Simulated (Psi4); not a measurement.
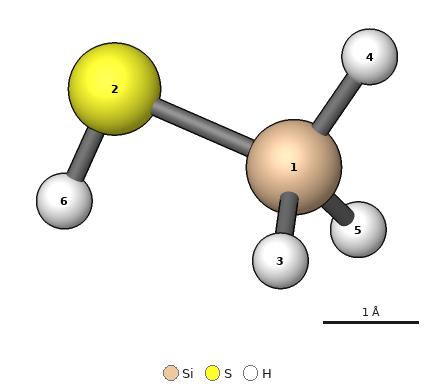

The structure as given in the input (ball-and-stick view, seen at a tilt; atoms are numbered from 1 in the order of the input). Bond lengths as drawn: H–S 1.34 Å, H–Si 1.48 Å and S–Si 2.14 Å.

## SiH$_{4}$S: excited-state calculation

System: SiH$_{4}$S, SMILES [SiH3]S.
Method: TDA (PBE0)/6-31G*, RKS (Psi4 1.11).

The geometry comes from this level: PBE0-D4/def2-TZVP.

What the program printed
```
Psi4 1.11 release

   => Loading Basis Set <=

    Name: 6-31G*
    Role: ORBITAL
    Keyword: BASIS

         ---------------------------------------------------------
                                   SCF
                              RKS Reference
                        1 Threads,   1525 MiB Core
         ---------------------------------------------------------

  ==> Geometry <==

    Molecular point group: c1
    Full point group: C1

    Geometry (in Angstrom), charge = 0, multiplicity = 1:

       Center              X                  Y                   Z               Mass
    ------------   -----------------  -----------------  -----------------  -----------------
         SI          -0.537992054462    -0.145263438010    -0.925557162067    27.976926534650
         S            0.539107945538     0.105536561990     0.903242837933    31.972071174400
         H           -1.997992054462     0.043836561990    -0.731157162067     1.007825032230
         H           -0.259592054462    -1.540163438010    -1.342057162067     1.007825032230
         H           -0.068392054462     0.799336561990    -1.970657162067     1.007825032230
         H            0.157907945538     1.381436561990     1.082742837933     1.007825032230

  Running in c1 symmetry.

  Rotational constants: A =      2.20016  B =      0.21021  C =      0.20563 [cm^-1]
  Rotational constants: A =  65959.09069  B =   6302.00062  C =   6164.71393 [MHz]
  Nuclear repulsion =   89.238634659737230

  Charge       = 0
  Multiplicity = 1
  Electrons    = 34
  Nalpha       = 17
  Nbeta        = 17

  ==> Algorithm <==

  SCF Algorithm Type is PK.
  DIIS enabled.
  MOM disabled.
  Fractional occupation disabled.
  Guess Type is SAD.
  Energy threshold   = 1.00e-06
  Density threshold  = 1.00e-06
  Integral threshold = 1.00e-12

  ==> Primary Basis <==

  Basis Set: 6-31G*
    Blend: 6-31G*
    Number of shells: 24
    Number of basis functions: 44
    Number of Cartesian functions: 46
    Spherical Harmonics?: true
    Max angular momentum: 2

  ==> DFT Potential <==

   => LibXC <=

    Version 7.1.2

   => Composite Functional: PBE0 <=

    PBE0 Hyb-GGA Exchange-Correlation Functional

    Deriv               =              1
    GGA                 =           TRUE
    Meta                =          FALSE

    Exchange Hybrid     =           TRUE
    MP2 Hybrid          =          FALSE

   => Exchange Functionals <=

    0.7500   Perdew, Burke & Ernzerhof

   => Exact (HF) Exchange <=

    0.2500               HF

   => Correlation Functionals <=

    1.0000   Perdew, Burke & Ernzerhof

   => LibXC Density Thresholds  <==

    XC_HYB_GGA_XC_PBEH:  1.00E-15

   => Molecular Quadrature <=

    Radial Scheme          =       TREUTLER
    Pruning Scheme         =           NONE
    Nuclear Scheme         =       TREUTLER

    Blocking Scheme        =         OCTREE
    BS radius alpha        =              1
    Pruning alpha          =              1
    Radial Points          =            150
    Spherical Points       =            974
    Total Points           =         832494
    Total Blocks           =           5650
    Max Points             =            256
    Max Functions          =             43
    Weights Tolerance      =       1.00E-15

  ==> Integral Setup <==

  Using in-core PK algorithm.
   Calculation information:
      Number of atoms:                   6
      Number of AO shells:              24
      Number of primitives:             70
      Number of atomic orbitals:        46
      Number of basis functions:        44

      Integral cutoff                 1.00e-12
      Number of threads:                 1

  Performing in-core PK
  Using 981090 doubles for integral storage.
  We computed 43863 shell quartets total.
  Whereas there are 45150 unique shell quartets.

  ==> DiskJK: Disk-Based J/K Matrices <==

    J tasked:                  Yes
    K tasked:                  Yes
    wK tasked:                  No
    Memory [MiB]:              224
    Schwarz Cutoff:          1E-12

  Cached 100.0% of DFT collocation blocks in 0.899 [GiB].

  Minimum eigenvalue in the overlap matrix is 1.3034880571E-02.
  Reciprocal condition number of the overlap matrix is 3.2777982035E-03.
    Using symmetric orthogonalization.

  ==> Pre-Iterations <==

  SCF Guess: Superposition of Atomic Densities via on-the-fly atomic UHF (no occupation information).

   -------------------------
    Irrep   Nso     Nmo
   -------------------------
     A         44      44
   -------------------------
    Total      44      44
   -------------------------

  ==> Iterations <==

                        Total Energy        Delta E     RMS |[F,P]|

   @RKS iter SAD:  -689.48882557488082   -6.89489e+02   0.00000e+00
   @RKS iter   1:  -689.74696374520545   -2.58138e-01   5.52786e-03 DIIS/ADIIS
   @RKS iter   2:  -689.76352261490570   -1.65589e-02   4.60372e-03 DIIS/ADIIS
   @RKS iter   3:  -689.79188553209246   -2.83629e-02   4.16756e-04 DIIS/ADIIS
   @RKS iter   4:  -689.79213187686696   -2.46345e-04   1.17598e-04 DIIS/ADIIS
   @RKS iter   5:  -689.79215079381970   -1.89170e-05   2.81110e-05 DIIS
   @RKS iter   6:  -689.79215184463180   -1.05081e-06   3.69985e-06 DIIS
   @RKS iter   7:  -689.79215186458418   -1.99524e-08   7.33880e-07 DIIS
  Energy and wave function converged.

  ==> Post-Iterations <==

   Electrons on quadrature grid:
      Ntotal   =   33.9999999933 ; deviation = -6.675e-09

    Orbital Energies [Eh]
    ---------------------

    Doubly Occupied:

       1A    -89.014535     2A    -66.262521     3A     -8.002802
       4A     -5.939034     5A     -5.935863     6A     -5.930293
       7A     -5.350471     8A     -3.684690     9A     -3.682731
      10A     -3.682469    11A     -0.762400    12A     -0.558301
      13A     -0.436518    14A     -0.380045    15A     -0.369723
      16A     -0.343533    17A     -0.272994

    Virtual:

      18A      0.006396    19A      0.034574    20A      0.060123
      21A      0.072111    22A      0.115725    23A      0.202740
      24A      0.230789    25A      0.234715    26A      0.269231
      27A      0.347321    28A      0.375169    29A      0.406794
      30A      0.518258    31A      0.536305    32A      0.545786
      33A      0.670102    34A      0.674289    35A      0.678927
      36A      0.755085    37A      0.773264    38A      0.863113
      39A      0.875077    40A      0.980365    41A      1.128684
      42A      1.167288    43A      1.181547    44A      1.244371

    Final Occupation by Irrep:
              A
    DOCC [    17 ]
    NA   [    17 ]
    NB   [    17 ]

  @RKS Final Energy:  -689.79215186458418

   => Energetics <=

    Nuclear Repulsion Energy =             89.2386346597372295
    One-Electron Energy =               -1131.2649282113202389
    Two-Electron Energy =                 388.3742090037534922
    DFT Exchange-Correlation Energy =     -36.1400673167548021
    Empirical Dispersion Energy =           0.0000000000000000
    VV10 Nonlocal Energy =                  0.0000000000000000
    Total Energy =                       -689.7921518645841843

Computation Completed

Properties will be evaluated at   0.000000,   0.000000,   0.000000 [a0]

Properties computed using the SCF density matrix

 Multipole Moments:

 ------------------------------------------------------------------------------------
     Multipole            Electronic (a.u.)      Nuclear  (a.u.)        Total (a.u.)
 ------------------------------------------------------------------------------------

 L = 1.  Multiply by 2.5417464519 to convert [e a0] to [Debye]
 Dipole X            :          1.6909308           -2.0300002           -0.3390694
 Dipole Y            :         -0.3008034            0.6412655            0.3404621
 Dipole Z            :          2.4506594           -2.7723104           -0.3216511
 Magnitude           :                                                    0.5782231

 ------------------------------------------------------------------------------------

	total time  =          8 seconds =       0.13 minutes

******************************************************************************************
**********                               WARNING                                **********
**********       The names of excited state variables changed between 1.5       **********
**********     and 1.6. For a quick solution, remove the symmetry specifier     **********
**********   from the variable name. For full details, see 'Notes on Psivars'   **********
**********                        in the documentation.                         **********
******************************************************************************************

         ---------------------------------------------------------
                         TDSCF excitation energies
         ---------------------------------------------------------

  ==> Options <==

     Residual threshold  : 1.0000e-04
     Initial guess       : denominators
     Reference           : RHF
     Solver type         : TDA (Davidson)

  ==> Requested Excitations <==

      4 singlet states with A symmetry

  ==> Seeking the lowest 4 singlet states with A symmetry

                         Generalized Davidson Solver

  ==> Options <==

    Max number of iterations        = 60
    Eigenvector tolerance           = 1.0000e-04
    Max number of expansion vectors = 800

  => Iterations <=
                           Max[D[value]]     Max[|R|]   # vectors
  DavidsonSolver iter   1:   2.97532e-01  4.64822e-02     16
  DavidsonSolver iter   2:   2.43468e-03  5.88924e-03     20
  DavidsonSolver iter   3:   6.95933e-05  1.23774e-03     24
  DavidsonSolver iter   4:   2.73642e-06  1.97831e-04     28
  DavidsonSolver iter   5:   7.16608e-08  3.93425e-05     29      Converged

******************************************************************************************
**********                               WARNING                                **********
**********  Length-gauge rotatory strengths are **NOT** gauge-origin invariant  **********
******************************************************************************************

                                    Excitation Energy         Total Energy        Oscillator Strength             Rotatory Strength
     #   Sym: GS->ES (Trans)        au              eV              au          au (length)    au (velocity)    au (length)    au (velocity)
    ---- -------------------- --------------- --------------- --------------- --------------- --------------- --------------- ---------------
     1        A->A (1 A)       0.22671         6.16910        -689.56544       0.0165          0.0230          0.0000          0.0000
     2        A->A (1 A)       0.24368         6.63077        -689.54848       0.0015          0.0006         -0.0001         -0.0001
     3        A->A (1 A)       0.28238         7.68399        -689.50977       0.0003          0.0000         -0.0001         -0.0002
     4        A->A (1 A)       0.29618         8.05946        -689.49597       0.0120          0.0268         -0.0001         -0.0001

Contributing excitations
Only contributions with abs(coeff) > 1.00e-01 will be printed:

Excited State    1 (1 A):   0.22671 au   200.98 nm f = 0.0165
  Sums of squares: Xssq =  1.000000e+00
     17a  ->  18a    -0.977231 (95.498%)
     17a  ->  19a    -0.198812 ( 3.953%)

Excited State    2 (1 A):   0.24368 au   186.98 nm f = 0.0015
  Sums of squares: Xssq =  1.000000e+00
     17a  ->  18a     0.199837 ( 3.993%)
     17a  ->  19a    -0.974152 (94.897%)

Excited State    3 (1 A):   0.28238 au   161.35 nm f = 0.0003
  Sums of squares: Xssq =  1.000000e+00
     17a  ->  20a     0.995426 (99.087%)

Excited State    4 (1 A):   0.29618 au   153.84 nm f = 0.0120
  Sums of squares: Xssq =  1.000000e+00
     16a  ->  18a     0.593026 (35.168%)
     16a  ->  19a     0.127727 ( 1.631%)
     17a  ->  21a     0.789789 (62.377%)

******************************************************************************************
**********                               WARNING                                **********
**********       The names of excited state variables changed between 1.5       **********
**********     and 1.6. For a quick solution, remove the symmetry specifier     **********
**********   from the variable name. For full details, see 'Notes on Psivars'   **********
**********                        in the documentation.                         **********
******************************************************************************************

    Psi4 run time: 0:00:21.87
```

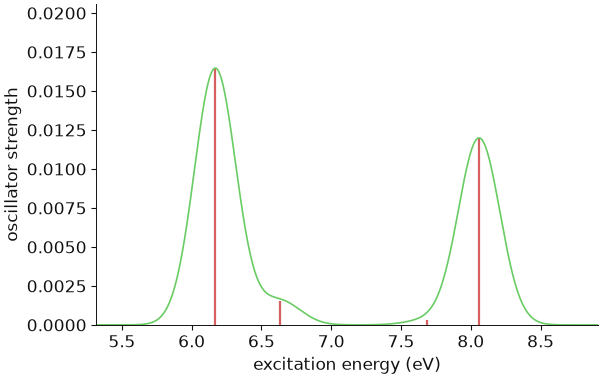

Computed excitations as sticks (degenerate states added up, dark ones marked on the axis), with a Gaussian envelope of 0.35 eV full width at half maximum, scaled to the tallest. Of the 4 states the lowest lies at 6.17 eV (f = 0.016); the strongest line is at 6.17 eV, or 201 nm (f = 0.016).

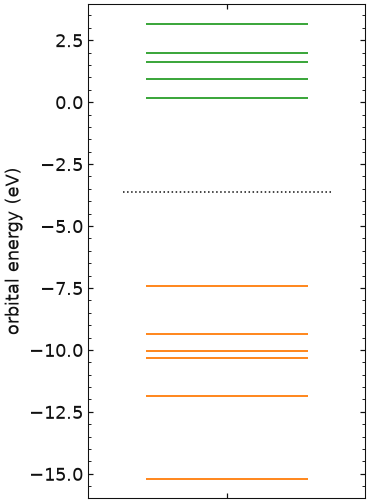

Orbital energies near the frontier; the dotted line parts filled from empty levels, and levels within 0.02 eV of each other stand side by side. Highest filled −7.43 eV, lowest empty 0.17 eV, 7.60 eV apart.

This output came from the following input.

The input (input.dat)
```python
memory 1600 MB

molecule geom {
  0 1
  Si    -0.169800    -0.263400    -0.436000
  S      0.907300    -0.012600     1.392800
  H     -1.629800    -0.074300    -0.241600
  H      0.108600    -1.658300    -0.852500
  H      0.299800     0.681200    -1.481100
  H      0.526100     1.263300     1.572300
  symmetry c1
}

set {
  basis 6-31G*
  puream true
  scf_type pk
  dft_radial_points 150
  dft_spherical_points 974
  save_jk true
}

from psi4.driver.procrouting.response.scf_response import tdscf_excitations
E, wfn = energy("pbe0", return_wfn=True)
states = tdscf_excitations(wfn, states=4, tda=True)
```

Launch command:
```bash
psi4 input.dat output.dat -n 1
```

Summary

```json
{"quantity": "outcome", "value": "converged"}
{"quantity": "total energy", "value": "−689.792152 hartree"}
{"quantity": "basis functions", "value": "44"}
{"quantity": "HOMO", "value": "−7.43 eV"}
{"quantity": "LUMO", "value": "0.17 eV"}
{"quantity": "dipole moment", "value": "1.47 D"}
{"quantity": "lowest excitation", "value": "6.17 eV"}
{"quantity": "hardware", "value": "1 thread of Intel Xeon (Granite Rapids), 64 GiB of memory available, shared host"}
{"quantity": "wall time", "value": "23 s"}
{"quantity": "peak memory", "value": "1.2 GiB"}
```
